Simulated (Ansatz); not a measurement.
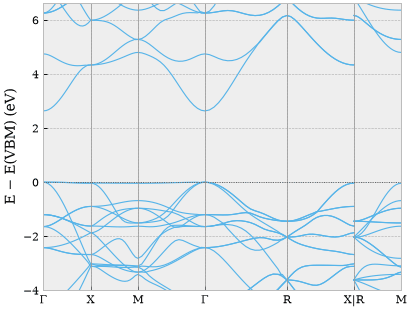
Figure. Band structure from the program Ansatz at the PBE level (PAW)

### Question
Read off the gap and where the band edges lie.

### Answer
About 2.6 eV (2.64 eV by a search for the band edges); maximum at Γ, minimum at Γ.

The material is AlN in space group Pm-3n (No. 223; Al on 6d, N on 6c).

The start of the workflow was typed in or built on a structure type; neither database checked (COD, Materials Project) lists it. It is not the phase usual at ambient conditions (space group No. 186, 216). The PBE relaxation kept the symmetry of its start; whether a distortion lowers the energy is not shown.

Potentials: the earlier of the program's two PAW sets.
